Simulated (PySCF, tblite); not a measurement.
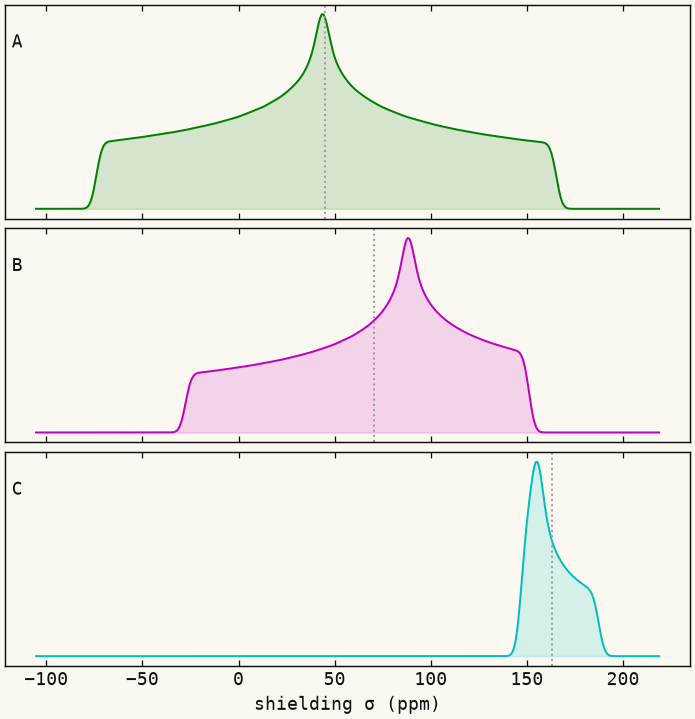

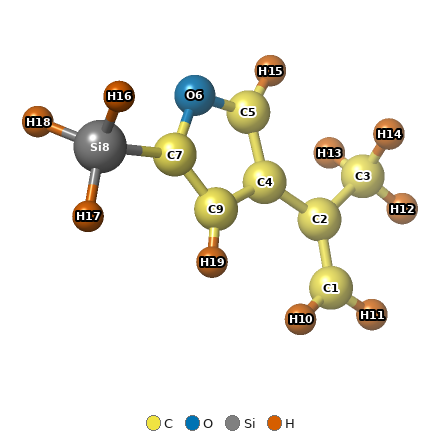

Static powder patterns (¹³C) from GIAO shielding tensors of C₇H₁₀OSi, SMILES C=C(C)c1coc([SiH3])c1, PBE0/pcSseg-1, PySCF 2.14.0, at a GFN2-xTB geometry (a minimum by its frequencies); absolute shielding, one fixed geometry of the isolated molecule without any motion, no dipolar terms. The dotted line is the isotropic value; skew is 3(σiso − σ22)/span.

The panels belong to C1, C2 and C3. Which is which?

Answer. panel A: C2, σ11, σ22, σ33 = −74, 44, 165 ppm, isotropic 45, span 239 ppm, skew 0.02; panel B: C1, σ11, σ22, σ33 = −28, 88, 151 ppm, isotropic 71, span 179 ppm, skew −0.30; panel C: C3, σ11, σ22, σ33 = 147, 155, 187 ppm, isotropic 163, span 40 ppm, skew 0.59.

Known limits of this run: the tight-binding geometry is rougher than a DFT one and adds to the error; one conformer of a flexible molecule.
